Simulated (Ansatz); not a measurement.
**CH5GeNO: density, localisation and related maps**

The calculation's input:

```
crystal:
  periodic: [false, false, false]
  atoms:
    - {symbol: N, position_ang: [0.705896, 1.569485, -0.850172]}
    - {symbol: C, position_ang: [0.180091, 0.374694, -0.607612]}
    - {symbol: O, position_ang: [-0.023691, -0.045872, 0.527360]}
    - {symbol: Ge, position_ang: [-0.872501, -1.998932, 0.696769]}
    - {symbol: H, position_ang: [0.859645, 1.883443, -1.791344]}
    - {symbol: H, position_ang: [0.954456, 2.171233, -0.081431]}
    - {symbol: H, position_ang: [-0.067911, -0.229945, -1.490745]}
    - {symbol: H, position_ang: [0.230510, -2.342978, 1.790853]}
    - {symbol: H, position_ang: [-1.878095, -1.427526, 1.789321]}
basis:
  gaussian: {orbitals: def2-TZVPP}
hamiltonian: {xc: pbe0, dispersion: d4}
output: {orbitals: {seedname: orbitals}}
```

Run with:

```sh
ansatz run in.yaml --threads 4 --pin off --events-out ev --progress --plain --max-ram 10444MiB
```

Geometry: PBE0-D4/def2-TZVP.

All numbers below come from RKS PBE0-D4/def2-TZVPP in Ansatz.

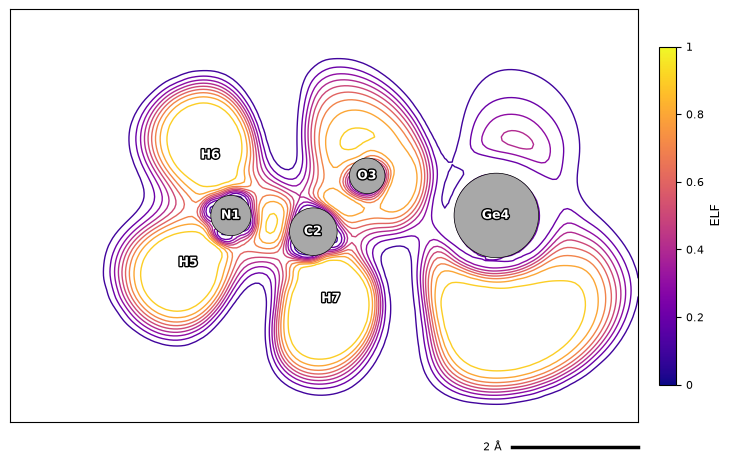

Figure 1. Electron localisation function on the plane of atoms C2, N1 and H6. Grey discs cover the atomic cores.

Interpret the plot.

Answer.
- Atoms in the plane: N, C, O, Ge and H.
- C–O (1.23 Å): the ELF peaks at about 0.85 between the atoms (a multiple bond).
- C–N (1.33 Å): the ELF peaks at about 0.90 between the atoms (localised, covalent bonding).
- Ge–O (2.14 Å): the ELF peaks at about 0.90 in the valence shell of O, 0.6 Å from its nucleus, and is about 0.25 at the midpoint.
- N–H (1.00 Å): the ELF climbs to about 1 towards the hydrogen, as it does in any bond to H; a covalent bond by its length.
- C–H (1.10 Å): the ELF climbs to about 1 towards the hydrogen (a covalent bond by its length).
- The ELF also peaks beside O3, away from the bonds: lone-pair regions.

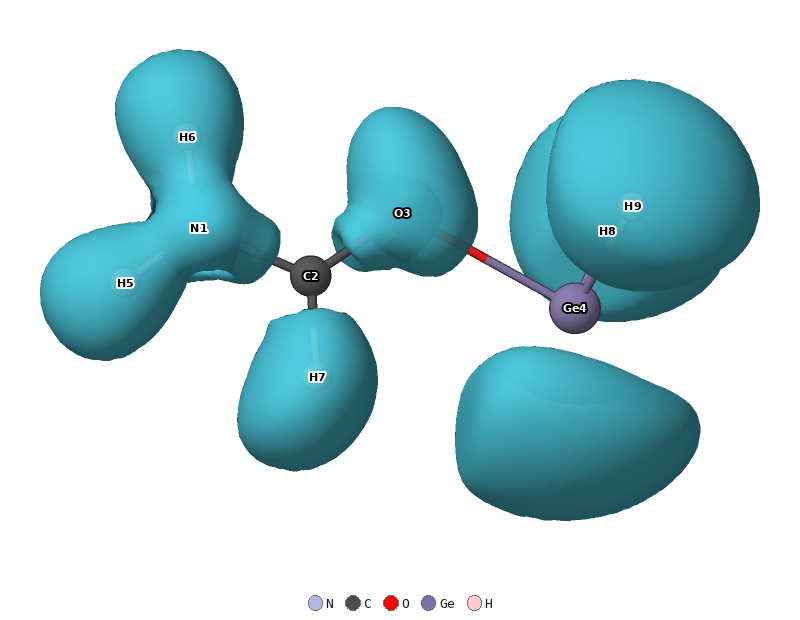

Figure 2. Isosurface of the electron localisation function at 0.75 (cyan), seen across its widest extent. Core shells and regions of very low density are left out.

Describe the localisation domains.

Answer. The ELF exceeds this value in three regions around hydrogen nuclei, one region on O in which the atom's valence shell and bonds are merged, one lobe on Ge, pointing away from the bonds (lone pairs) and one joined region spread over several atoms (H, N), in which their bonds and any lone pairs are merged.

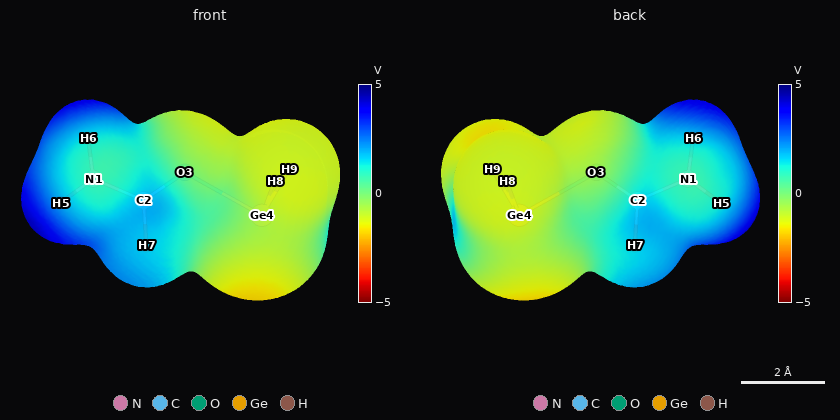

Figure 3. The molecular electrostatic potential painted on the density surface at 0.004 e/bohr³, seen from the front and from behind; the colour scale runs from red (negative) to blue (positive).

Where is the surface potential most negative and most positive?

Answer. The most negative region (about −1.8 V) lies over Ge4, the most positive (about +4.2 V) over H5.

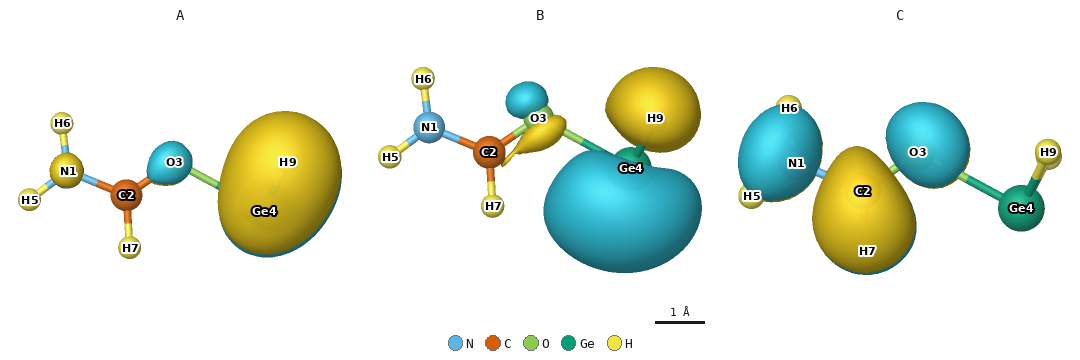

Figure 4. Three frontier orbitals at ±0.1 Å⁻³ᐟ² (yellow and cyan are the two phases), in no order.

Which picture is the HOMO−1, the HOMO and the LUMO?

Answer. A is the HOMO−1 (−7.41 eV). By Hirshfeld shares it lies mainly on Ge4 (about 45 %), H8 (about 25 %) and H9 (about 25 %). B is the HOMO (−5.30 eV). Its weight (Hirshfeld) is mainly on Ge4 (about 75 %), H8 (about 10 %) and H9 (about 10 %). C is the LUMO (−0.81 eV). By Hirshfeld shares it lies mainly on C2 (about 45 %), O3 (about 25 %), N1 (about 20 %) and H7 (about 5 %).

What is the HOMO–LUMO gap?

Answer. 4.49 eV between the orbital energies.
